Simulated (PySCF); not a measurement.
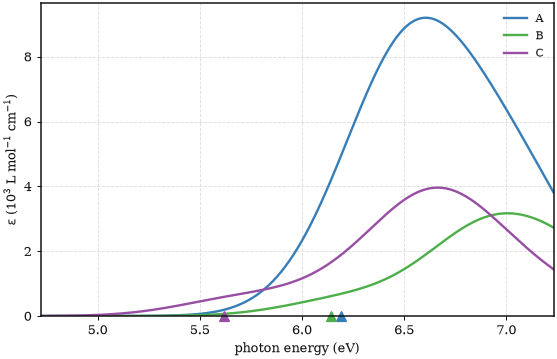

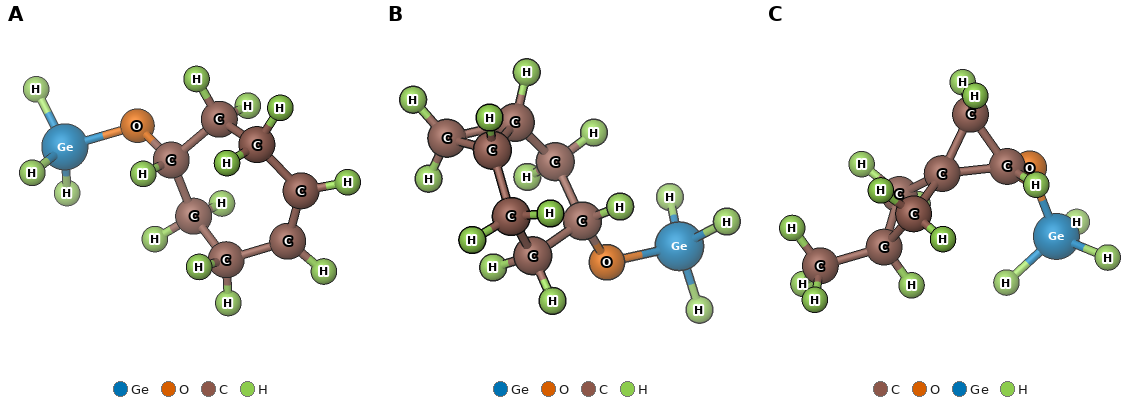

Related molecules: A is C₇H₁₄GeO, SMILES [GeH3][O]C1CCC=CCC1, singlet; B is C₇H₁₄GeO, SMILES [GeH3][O][C@@H]1CC[C@@H]2C[C@@H]2C1, singlet; C is C₇H₁₄GeO, SMILES C[C@H]1C[C@@]2(C[C@@H]2[O][GeH3])C1, singlet. Vertical TDDFT absorption, B3LYP/def2-SVPD in PySCF 2.14.0, at a PBE0-D3(BJ)/def2-SVP geometry (no frequency check); Gaussians of 1/e half-width 0.40 eV, triangles mark S1, and the range ends where the computed states of one molecule run out.

**How does the lowest singlet move?**

A: 6.19 eV (f = 0.006, mixed, the largest part being HOMO → LUMO+1 (39 %)) (S2 lies within 0.06 eV, too close to order); B: 6.14 eV (f = 0.008, mainly HOMO → LUMO (83 %)); C: 5.62 eV (f = 0.009, mainly HOMO → LUMO (96 %)). From A to B it shifts 0.05 eV to the red; the leading orbital pair differs. From A to C it shifts 0.57 eV to the red; the leading orbital pair differs.

**And the brightest state of each within the range drawn?**

A: S5/S6 at 6.58 eV, f = 0.07; B: S4 at 6.89 eV, f = 0.03; C: S5 at 6.68 eV, f = 0.04.

Limits of at least one run: core orbitals are frozen in the response; one conformer of a flexible molecule; states above the negative HOMO energy depend on the basis.
